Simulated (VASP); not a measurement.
Band structure of InAs (relaxed from the rocksalt structure, space group Fm-3m). Calculation: r2SCAN meta-GGA, VASP's PBE PAW potentials (set 64) (plane waves; VASP 6.6.1).

Unless said otherwise, spin-orbit coupling is left out, though it shifts the bands of the heavy elements here.

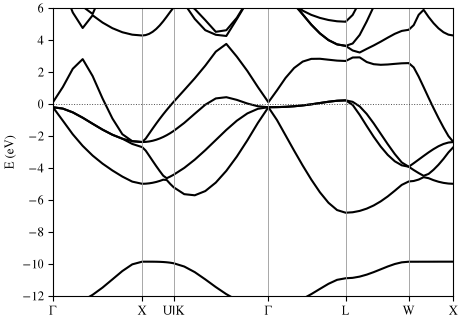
Fig. 1. Bands along high-symmetry lines, zero at the valence-band maximum or, without a gap, the Fermi level

Task: Read the plot: is there a gap, and where are the band edges?

Result: It has no gap at this level: it comes out as a metal or semimetal.

The structure was generated: InAs was put into the rocksalt type (Fm-3m), which need not be its known phase. It was relaxed first, which changed the volume by +13 %.
